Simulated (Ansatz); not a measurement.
## AlNH3 (SMILES [NH2][AlH]): methods side by side

AlNH3: 5 atoms, total charge 0, spin state doublet. As SMILES, `[NH2][AlH]`. The shape is that of a PBE0-D4/def2-TZVP optimisation. This is one conformer, not always the lowest.

| atom | x (Å) | y (Å) | z (Å) |
| --- | --- | --- | --- |
| N | -0.1166 | -0.6608 | 0.1751 |
| Al | 0.8366 | 0.8339 | 0.1208 |
| H | 0.1485 | -1.5053 | 0.6555 |
| H | -1.0103 | -0.7828 | -0.2774 |
| H | 0.1918 | 2.0414 | -0.7154 |

Quantity: the energy change with the N1–H4 bond stretched from 1.009 to 1.514 Å, in eV. The values are calculated.

```
          level                   kind  program  value (eV)  less FCI/STO-3G  CPU time (all runs)
     UHF/STO-3G           Hartree–Fock   Ansatz        3.05            +0.83               0.29 s
U-revPBE/STO-3G                    GGA   Ansatz        2.06            -0.16                3.4 s
   UBLYP/STO-3G                    GGA   Ansatz        1.97            -0.25                3.5 s
    UMP2/STO-3G    perturbation theory   Ansatz        2.89            +0.67                0.3 s
UBCCD(T)/STO-3G  coupled cluster or CI   Ansatz        2.23            +0.01               0.64 s
UCCSD(T)/STO-3G  coupled cluster or CI   Ansatz        2.23            +0.01               0.91 s
 UCCSDTQ/STO-3G  coupled cluster or CI   Ansatz        2.22             0.00                 52 s
     FCI/STO-3G     exact in the basis   Ansatz        2.22             0.00                3.9 s
```

FCI/STO-3G is exact within its basis and frozen core, so for wave-function methods in that basis the difference is their error; functionals converge differently with the basis, so for them it is only a difference. The first shape isn't each level's own minimum. The values span 1.97 to 3.05 eV. Spin contamination of the reference (⟨S²⟩ at least 0.1 too high) touches UHF/STO-3G, UMP2/STO-3G, UBCCD(T)/STO-3G, UCCSD(T)/STO-3G, UCCSDTQ/STO-3G. All rows use very small basis sets, so even the best lies far from the true value. CPU times are rough (shared hosts, several kinds of processor): they show what a rung costs within a factor of a few.

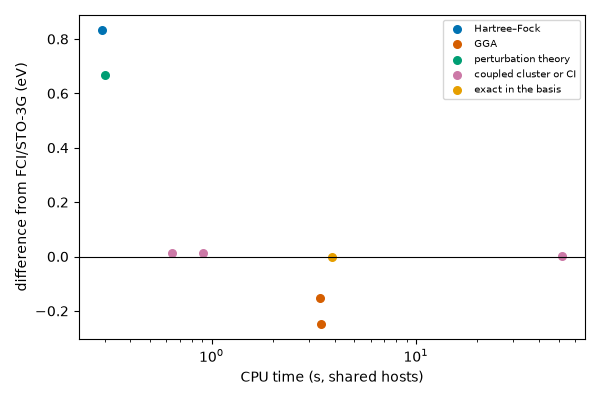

Difference from FCI/STO-3G against processor time, one point a level.
